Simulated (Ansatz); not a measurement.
# BHClF2: geometry relaxation

The run: geometry relaxation of BHClF2, multiplicity 2. Method and program: UKS BHLYP-D4/def2-SVP (Ansatz 0.2.0).

The input holds or restrains some coordinates. It belongs to a series of runs on one base structure; here: pulled along the bonds that form and break, towards end A.

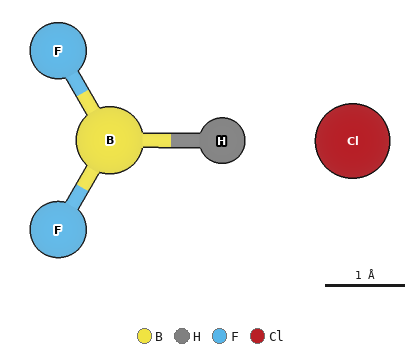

The structure as given in the input (ball-and-stick view, seen on its broad side). Bond lengths as drawn: B–F 1.32 Å and B–H 1.44 Å.

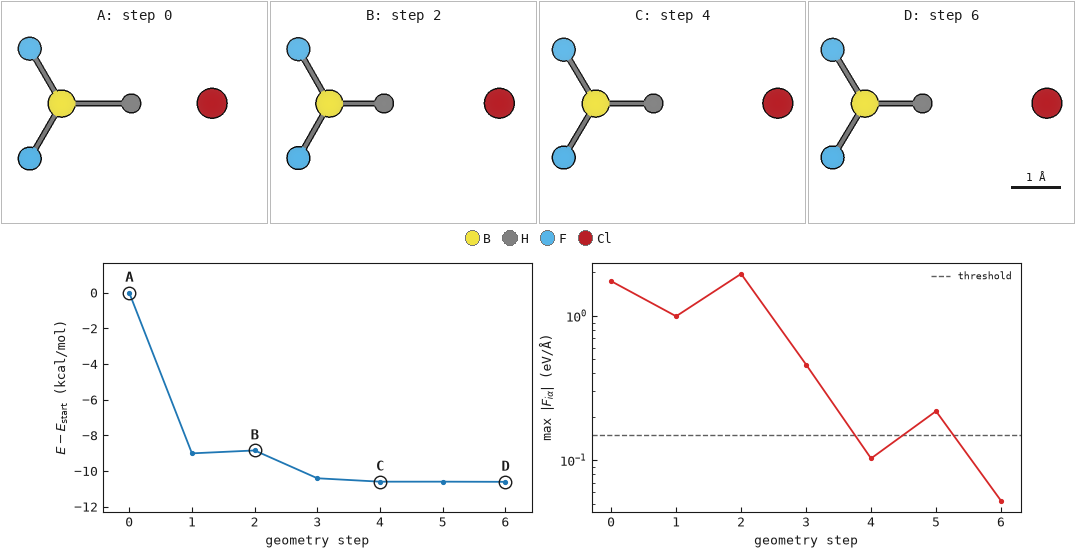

Frames of the restrained relaxation (ball-and-stick view, seen on its broad side) above the curves, on which the letters mark them (the first geometry is step 0 here and step 1 in the log).

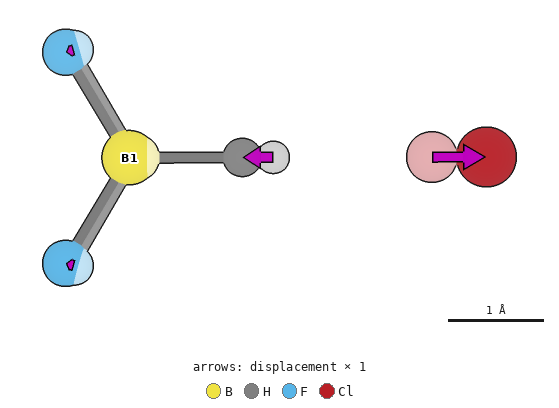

Start (faint) and end (solid) with the displacements as pink arrows, at true length (ball-and-stick view, seen on its broad side). The two geometries are laid on each other by the best rigid fit. After 6 geometry steps the energy has fallen by 10.6 kcal/mol. The largest force component goes from 1.7 to 0.052 eV/Å. Cl5 moves most after the best rigid fit: 0.57 Å. Largest moves by element: Cl 0.57 Å, H 0.33 Å, F 0.09 Å, B 0.08 Å. Among the contacts that change: B1–H2 1.440 → 1.192 Å, B1–F3 1.320 → 1.303 Å. (Atoms are counted from 1 in the order of the input.)

The input that produced these results follows, with the program's output.

### The input
```yaml
crystal:
  periodic: [false, false, false]
  atoms:
    - { symbol: B, position_ang: [0.0, 0.0, 0.0] }
    - { symbol: H, position_ang: [0.0, 0.0, 1.44] }
    - { symbol: F, position_ang: [1.1431, 0.0, -0.66] }
    - { symbol: F, position_ang: [-1.1431, 0.0, -0.66] }
    - { symbol: Cl, position_ang: [0.0, 0.0, 3.11] }
magnetization:
  spin_polarized: true
  initial_magnetization: 1
basis:
  gaussian: { orbitals: def2-SVP }
hamiltonian:
  xc: { name: BHLYP }
  dispersion: d4
relax:
  f_tol: 0.15
  max_steps: 25
  restrain:
    - { distance: [1, 4], at: 2.57, k: 30.0 }
    - { distance: [0, 1], at: 1.19, k: 30.0 }
```

Launch command:
```bash
ansatz run input.yaml --threads 1 --pin off --max-ram 2048MiB --backend cpu --events-out ev --progress --plain --runs-dir out
```

### Log
```
The last accepted step is kept in [file] (removed where the run ends without a failure and the disk answers)
Engine: ansatz 0.2.0, aarch64-unknown-linux-gnu
Functional definition: BHLYP
  parameter a = 0.5
  exchange = (1 - a)*b88_x + a*exact_x
  correlation = lyp_c
670 factors; integrals over basis functions are off by at most 3.9e-4 eV
mean field evaluation 1: about -18636.9385 eV, gradient 2.3e1 eV
mean field evaluation 2: about -18636.9182 eV, gradient 2.5e1 eV
mean field evaluation 4: about -18638.9193 eV, gradient 7.5e-1 eV
mean field evaluation 8: about -18639.0153 eV, gradient 2.5e-2 eV
mean field evaluation 16: about -18639.0153 eV, gradient 6.1e-5 eV
mean field -18639.01529646 eV, -684.9711781667 hartree, gradient 3.9e-5 eV, S^2 0.762514; 2 other end points of the search recorded, 0 dependent functions left out
the calculation of the forces begins
reference -18639.01542656 eV, -684.9711829475 hartree; 21, 20 occupied and 44, 45 virtual orbitals, 670 factors
relax step   1: F+E_penalty+E_count = -18639.08897207 eV  Δ(F+E_penalty+E_count) = +0.000e0 eV  max|allowed force component| = 1.741e0 eV/Å  E_restraint = 13.08750000 eV  max|allowed force component, restraints' pulls added| = 3.624e1 eV/Å  Δτ_max = 0.0000 Å  (49 SCF iters, accepted)
  distance H 1 - Cl 4 = 1.6700 Å
  distance B 0 - H 1 = 1.4400 Å
these checks for a lower state are left out or cut short: starts, cluster_reference, orbital_swaps, neighbouring_geometries, increment
670 factors; integrals over basis functions are off by at most 3.7e-4 eV
mean field evaluation 32: about -18639.4153 eV, gradient 2.3e-5 eV
mean field -18639.41533246 eV, -684.9858792183 hartree, gradient 9.4e-6 eV, S^2 0.754455; 0 other end points of the search recorded, 0 dependent functions left out
the calculation of the forces begins
reference -18639.41546404 eV, -684.9858840538 hartree; 21, 20 occupied and 44, 45 virtual orbitals, 670 factors
relax step   2: F+E_penalty+E_count = -18639.47940287 eV  Δ(F+E_penalty+E_count) = -3.904e-1 eV  max|allowed force component| = 9.943e-1 eV/Å  E_restraint = 4.16186463 eV  max|allowed force component, restraints' pulls added| = 1.834e1 eV/Å  Δτ_max = 0.1951 Å  (56 SCF iters, accepted)
  distance H 1 - Cl 4 = 2.0461 Å
  distance B 0 - H 1 = 1.2443 Å
these checks for a lower state are left out or cut short: starts, cluster_reference, orbital_swaps, neighbouring_geometries, increment
670 factors; integrals over basis functions are off by at most 3.5e-4 eV
mean field -18639.41409051 eV, -684.9858335777 hartree, gradient 5.8e-6 eV, S^2 0.752978; 0 other end points of the search recorded, 0 dependent functions left out
the calculation of the forces begins
reference -18639.41422355 eV, -684.9858384667 hartree; 21, 20 occupied and 44, 45 virtual orbitals, 670 factors
relax step   3: F+E_penalty+E_count = -18639.47234671 eV  Δ(F+E_penalty+E_count) = +7.056e-3 eV  max|allowed force component| = 1.957e0 eV/Å  E_restraint = 0.58340143 eV  max|allowed force component, restraints' pulls added| = 5.696e0 eV/Å  Δτ_max = 0.1948 Å  (55 SCF iters, accepted)
  distance H 1 - Cl 4 = 2.3822 Å
  distance B 0 - H 1 = 1.1298 Å
these checks for a lower state are left out or cut short: starts, cluster_reference, orbital_swaps, neighbouring_geometries, increment
670 factors; integrals over basis functions are off by at most 3.6e-4 eV
mean field -18639.48644102 eV, -684.9884924098 hartree, gradient 5.6e-6 eV, S^2 0.752825; 0 other end points of the search recorded, 0 dependent functions left out
the calculation of the forces begins
reference -18639.48657788 eV, -684.9884974393 hartree; 21, 20 occupied and 44, 45 virtual orbitals, 670 factors
relax step   4: F+E_penalty+E_count = -18639.53995163 eV  Δ(F+E_penalty+E_count) = -6.760e-2 eV  max|allowed force component| = 4.600e-1 eV/Å  E_restraint = 0.00076617 eV  max|allowed force component, restraints' pulls added| = 4.600e-1 eV/Å  Δτ_max = 0.2000 Å  (60 SCF iters, accepted)
  distance H 1 - Cl 4 = 2.5631 Å
  distance B 0 - H 1 = 1.1919 Å
these checks for a lower state are left out or cut short: starts, cluster_reference, orbital_swaps, neighbouring_geometries, increment
670 factors; integrals over basis functions are off by at most 3.6e-4 eV
mean field evaluation 64: about -18639.4948 eV, gradient 4.1e-4 eV
mean field -18639.49480539 eV, -684.9887997947 hartree, gradient 1.9e-7 eV, S^2 0.752826; 0 other end points of the search recorded, 0 dependent functions left out
the calculation of the forces begins
reference -18639.49494196 eV, -684.9888048137 hartree; 21, 20 occupied and 44, 45 virtual orbitals, 670 factors
relax step   5: F+E_penalty+E_count = -18639.54824881 eV  Δ(F+E_penalty+E_count) = -8.297e-3 eV  max|allowed force component| = 1.029e-1 eV/Å  E_restraint = 0.00015432 eV  max|allowed force component, restraints' pulls added| = 1.984e-1 eV/Å  Δτ_max = 0.0236 Å  (100 SCF iters, accepted)
  distance H 1 - Cl 4 = 2.5704 Å
  distance B 0 - H 1 = 1.1932 Å
these checks for a lower state are left out or cut short: starts, cluster_reference, orbital_swaps, neighbouring_geometries, increment
670 factors; integrals over basis functions are off by at most 3.7e-4 eV
mean field -18639.49480290 eV, -684.9887997032 hartree, gradient 3.9e-8 eV, S^2 0.752822; 0 other end points of the search recorded, 0 dependent functions left out
the calculation of the forces begins
reference -18639.49493957 eV, -684.9888047258 hartree; 21, 20 occupied and 44, 45 virtual orbitals, 670 factors
relax step   6: F+E_penalty+E_count = -18639.54822232 eV  Δ(F+E_penalty+E_count) = +2.649e-5 eV  max|allowed force component| = 2.187e-1 eV/Å  E_restraint = 0.00002680 eV  max|allowed force component, restraints' pulls added| = 1.786e-1 eV/Å  Δτ_max = 0.0051 Å  (98 SCF iters, accepted)
  distance H 1 - Cl 4 = 2.5700 Å
  distance B 0 - H 1 = 1.1913 Å
these checks for a lower state are left out or cut short: starts, cluster_reference, orbital_swaps, neighbouring_geometries, increment
670 factors; integrals over basis functions are off by at most 3.6e-4 eV
mean field evaluation 96: about -18639.4952 eV, gradient 6.6e-6 eV
mean field -18639.49517856 eV, -684.9888135084 hartree, gradient 1.9e-7 eV, S^2 0.752823; 0 other end points of the search recorded, 0 dependent functions left out
the calculation of the forces begins
reference -18639.49531520 eV, -684.9888185297 hartree; 21, 20 occupied and 44, 45 virtual orbitals, 670 factors
relax step   7: F+E_penalty+E_count = -18639.54861573 eV  Δ(F+E_penalty+E_count) = -3.934e-4 eV  max|allowed force component| = 5.238e-2 eV/Å  E_restraint = 0.00004417 eV  max|allowed force component, restraints' pulls added| = 3.601e-3 eV/Å  Δτ_max = 0.0021 Å  (95 SCF iters, accepted)
  distance H 1 - Cl 4 = 2.5701 Å
  distance B 0 - H 1 = 1.1917 Å
670 factors; integrals over basis functions are off by at most 3.6e-4 eV
mean field evaluation 128: about -18639.4772 eV, gradient 5.9e-2 eV
mean field -18639.49517856 eV, -684.9888135084 hartree, gradient 1.9e-7 eV, S^2 0.752823; 4 other end points of the search recorded, 0 dependent functions left out
the calculation of the forces begins
reference -18639.49531520 eV, -684.9888185297 hartree; 21, 20 occupied and 44, 45 virtual orbitals, 670 factors
Total energy: -18639.54875237 eV, -684.9907823097 hartree
Atom 0 at     0.000000     0.000017    -0.077853 Å, force     0.000000    -0.000320    -0.052379 eV/Å
Atom 1 at     0.000000    -0.000005     1.113860 Å, force    -0.000000     0.000113     0.051955 eV/Å
Atom 2 at     1.118815    -0.000004    -0.744985 Å, force     0.002004     0.000103    -0.000830 eV/Å
Atom 3 at    -1.118815    -0.000004    -0.744985 Å, force    -0.002004     0.000103    -0.000830 eV/Å
Atom 4 at     0.000000    -0.000003     3.683961 Å, force     0.000000     0.000001     0.002085 eV/Å
Dipole moment:    -0.000000     0.000017     0.151433 e Å
```

### Trajectory as extended XYZ (Å, eV, eV/Å), 7 frames, from step=1 to step=7
```
5
Properties=species:S:1:pos:R:3:forces:R:3 step=1 energy=-18639.08897
B     0.0000    0.0000    0.0000    0.0000   0.0000   0.2346
H     0.0000    0.0000    1.4400    0.0000   0.0000  -1.7410
F     1.1431    0.0000   -0.6600   -1.1686   0.0000   0.8329
F    -1.1431    0.0000   -0.6600    1.1686   0.0000   0.8329
Cl    0.0000    0.0000    3.1100    0.0000   0.0000  -0.1594
5
Properties=species:S:1:pos:R:3:forces:R:3 step=2 energy=-18639.47940
B     0.0000    0.0000    0.0006    0.0000   0.0000   0.3323
H     0.0000    0.0000    1.2449    0.0000   0.0000  -0.9943
F     1.1354    0.0000   -0.6533   -0.5906   0.0000   0.2354
F    -1.1354    0.0000   -0.6533    0.5906   0.0000   0.2354
Cl    0.0000    0.0000    3.2910    0.0000   0.0000   0.1913
5
Properties=species:S:1:pos:R:3:forces:R:3 step=3 energy=-18639.47235
B     0.0000    0.0000   -0.0262    0.0000   0.0000  -1.4072
H     0.0000    0.0000    1.1036    0.0000   0.0000   1.9565
F     1.1323    0.0000   -0.6666   -0.1129   0.0000  -0.3058
F    -1.1323    0.0000   -0.6666    0.1129   0.0000  -0.3058
Cl    0.0000    0.0000    3.4858    0.0000   0.0000   0.0623
5
Properties=species:S:1:pos:R:3:forces:R:3 step=4 energy=-18639.53995
B     0.0000    0.0000   -0.0693    0.0000   0.0000  -0.1075
H     0.0000    0.0000    1.1227    0.0000   0.0000   0.0177
F     1.1016    0.0000   -0.7546    0.4600   0.0000   0.0419
F    -1.1016    0.0000   -0.7546   -0.4600   0.0000   0.0419
Cl    0.0000    0.0000    3.6858    0.0000   0.0000   0.0059
5
Properties=species:S:1:pos:R:3:forces:R:3 step=5 energy=-18639.54825
B     0.0000    0.0001   -0.0809    0.0000  -0.0013   0.1029
H     0.0000    0.0000    1.1123    0.0000   0.0005   0.0265
F     1.1215    0.0000   -0.7420   -0.0142   0.0004  -0.0649
F    -1.1215    0.0000   -0.7420    0.0142   0.0004  -0.0649
Cl    0.0000    0.0000    3.6827    0.0000   0.0000   0.0005
5
Properties=species:S:1:pos:R:3:forces:R:3 step=6 energy=-18639.54822
B     0.0000   -0.0001   -0.0763    0.0000   0.0010  -0.2187
H     0.0000    0.0000    1.1150    0.0000  -0.0004   0.0522
F     1.1198    0.0000   -0.7469   -0.1020  -0.0003   0.0817
F    -1.1198    0.0000   -0.7469    0.1020  -0.0003   0.0817
Cl    0.0000    0.0000    3.6851    0.0000   0.0000   0.0032
5
Properties=species:S:1:pos:R:3:forces:R:3 step=7 energy=-18639.54862
B     0.0000    0.0000   -0.0779    0.0000  -0.0003  -0.0524
H     0.0000    0.0000    1.1139    0.0000   0.0001   0.0520
F     1.1188    0.0000   -0.7450    0.0020   0.0001  -0.0008
F    -1.1188    0.0000   -0.7450   -0.0020   0.0001  -0.0008
Cl    0.0000    0.0000    3.6840    0.0000   0.0000   0.0021
```

### Summary

```json
{"quantity": "outcome", "value": "converged under the restraints of the input"}
{"quantity": "total energy", "value": "−18639.5488 eV"}
{"quantity": "mean-field energy", "value": "−18639.4953 eV"}
{"quantity": "⟨S²⟩", "value": "0.753"}
{"quantity": "largest force (length of the vector) at the end, held atoms and coordinates included", "value": "0.052 eV/Å"}
{"quantity": "hardware", "value": "1 thread of Arm Neoverse V1, 24 GiB of memory available, shared host"}
{"quantity": "wall time", "value": "45 s"}
{"quantity": "peak memory", "value": "0.16 GiB"}
```
